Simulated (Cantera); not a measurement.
A closed system holds: 1 mol toluene, 0.21 mol NH₃, 0.19 mol N₂, at 3200000 Pa.

Equilibrium computed with Cantera from the NASA thermochemical tables; the gas is ideal and each condensed phase is pure. Candidate condensed phases: C, C₆H₆, C₇H₈, C₈H₁₈; 92 gas species. The ideal-gas law is rough above about 30 bar. Kinetics and transport are ignored.

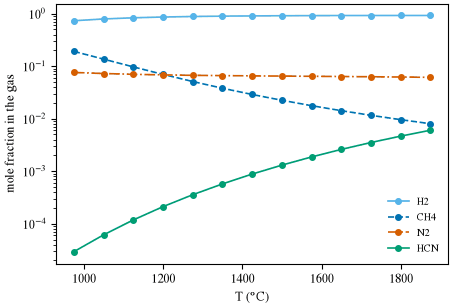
*Equilibrium gas composition (values under 1e-9 drawn at 1e-9)*

Question: Read off the mole fractions at 975 °C.

Answer: H₂ about 0.73, CH₄ about 0.19, N₂ about 0.076, HCN about 2.9e-5.
